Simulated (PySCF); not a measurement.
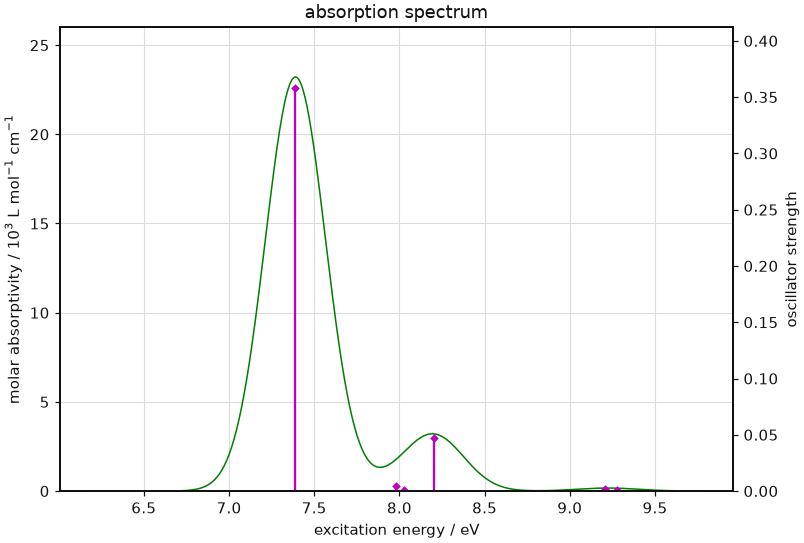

Vertical TDDFT excitations, PBE0/def2-SVPD with PySCF 2.14.0, at a GFN2-xTB geometry (no frequency check), gas phase. Only the first 6 singlet excitations are included; each is broadened by a Gaussian of 1/e half-width 0.25 eV. Sticks give oscillator strengths (right axis).

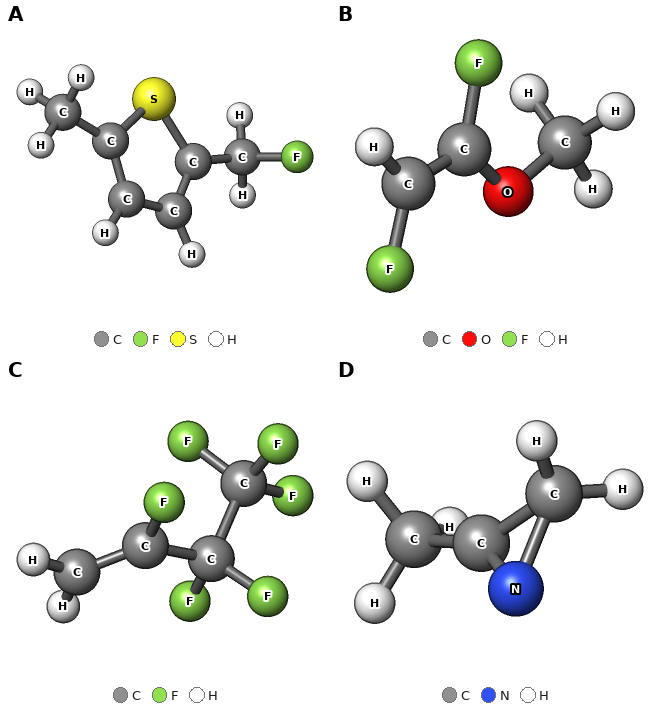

Which molecule gives this spectrum? The candidates are drawn in the second picture.

Structure C, C₄H₂F₆, SMILES C=C(F)C(F)(F)C(F)(F)F. Its lowest singlet lies at 7.39 eV (f = 0.358) and the brightest of those computed is S1 at 7.39 eV (168 nm), f = 0.358, mainly HOMO → LUMO (94 %).

Note: states above the negative HOMO energy depend on the basis; the tight-binding geometry is rougher than a DFT one and adds to the error; one conformer of a flexible molecule; core orbitals are frozen in the response.
